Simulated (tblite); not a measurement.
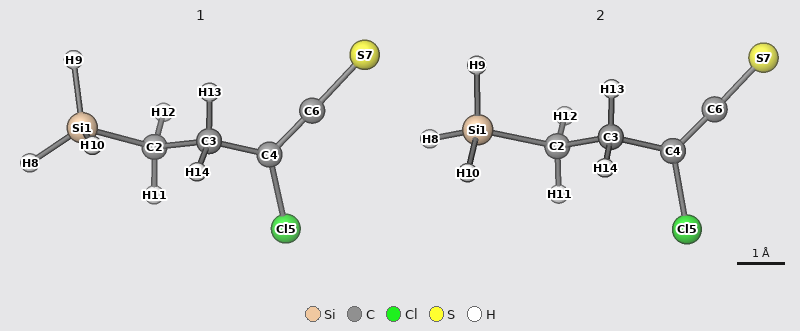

Two geometries of C4H7ClSSi, drawn at one scale. One is the start of a relaxation, the other its converged end. A ball-and-stick model, seen at a tilt.

These are results of GFN2-xTB geometry optimisation, gas phase (tblite 0.8.0), not measurements. 

Question: Which of the two is the end point?

Answer: Structure 2 is the relaxed one. H10 moves most after the best rigid fit: 0.86 Å. Largest moves by element: H 0.86 Å, S 0.58 Å, Cl 0.38 Å, C 0.25 Å, Si 0.11 Å. Among the contacts that change: C6–S7 1.640 → 1.559 Å, C3–C4 1.455 → 1.504 Å, Si1–C2 1.859 → 1.905 Å, C3–H13 1.117 → 1.091 Å. Among the angles between lasting bonds that change: C3–C4–C6 118.3° → 124.9°, Si1–C2–C3 106.3° → 112.5°, C4–C3–H14 114.2° → 108.3°. Groups turn about Si1–C2 by about 30°. The energy falls by 0.400 eV in 78 geometry steps. Cost: 0.66 s on 1 thread of Arm Neoverse V1, with other jobs on the host.
